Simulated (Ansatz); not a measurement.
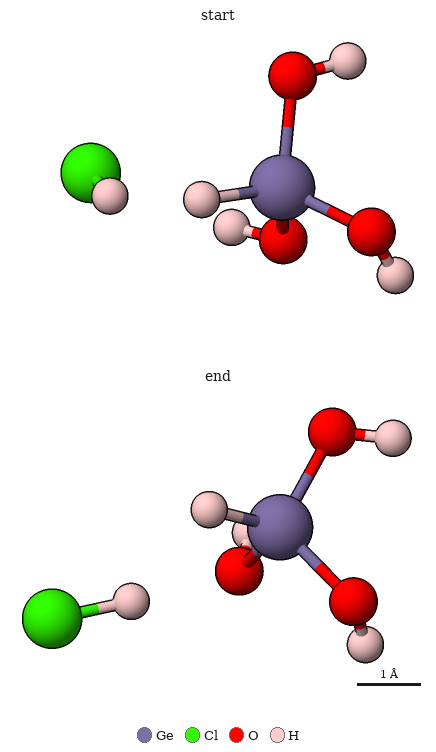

The structure of GeH5O3Cl before (top) and after (bottom) a relaxation, at one scale.

Style: ball-and-stick. Shown at a tilt.

The run prepares an end point of a later path (reaction) calculation, from a guessed geometry.

Theory: Ansatz 0.2.0, RKS BLYP/def2-SVP.

The input:
```yaml
crystal:
  periodic: [false, false, false]
  atoms:
    - { symbol: Ge, position_ang: [0.360487, 0.284605, -0.252239] }
    - { symbol: Cl, position_ang: [-0.83247, 0.239672, 2.965736] }
    - { symbol: O, position_ang: [1.422139, -0.024365, -1.666993] }
    - { symbol: H, position_ang: [1.518131, -0.991562, -1.78645] }
    - { symbol: O, position_ang: [-0.98797, 1.369749, -0.724243] }
    - { symbol: H, position_ang: [-1.421761, 1.03933, -1.537807] }
    - { symbol: O, position_ang: [-0.144786, -1.371918, 0.218967] }
    - { symbol: H, position_ang: [-0.620017, -1.34833, 1.076973] }
    - { symbol: H, position_ang: [1.110653, 1.098796, 0.835101] }
    - { symbol: H, position_ang: [0.300595, 0.766423, 2.474456] }
basis:
  gaussian: { orbitals: def2-SVP }
hamiltonian:
  xc: blyp
relax:
  f_tol: 0.03
  max_steps: 50
```

Run as
```bash
ansatz run input.yaml --threads 4 --pin off --max-ram 5120MiB --backend cpu --events-out ev --progress --plain --runs-dir out
```

**What changed between the two?**

The relaxation stopped without meeting its thresholds, so the last structure isn't shown to be converged. It used up its limit of 50 steps. The largest move after the best rigid fit is that of Cl2, 1.59 Å. By element the largest moves are Cl 1.59 Å, H 1.28 Å, O 0.87 Å, Ge 0.37 Å. Near-neighbour distances that change, for instance: Ge1–Cl2 3.432 → 4.087 Å, Ge1–O7 1.795 → 1.827 Å, Ge1–H9 1.552 → 1.537 Å, Cl2–H10 1.343 → 1.330 Å. Among the angles between lasting bonds that change: O5–Ge1–O7 114.6° → 105.7°, O5–Ge1–H9 103.3° → 110.9°, O7–Ge1–H9 115.9° → 111.3°. Groups turn about Ge1–O7 by about 65°, Ge1–O5 by about 40°. Over 44 accepted moves (49 points after the start) the energy falls by 6.47 kcal/mol. Largest force component: 0.8 eV/Å at the start, 0.056 eV/Å at the end. The line search rejected the trial steps at points 8, 20, 24, 33, 37 of the run. The forces were under the threshold at step 19, but the run went on from there. Cost: 66 s on 4 threads of Arm Neoverse V1 (shared host), peak memory 0.17 GiB.
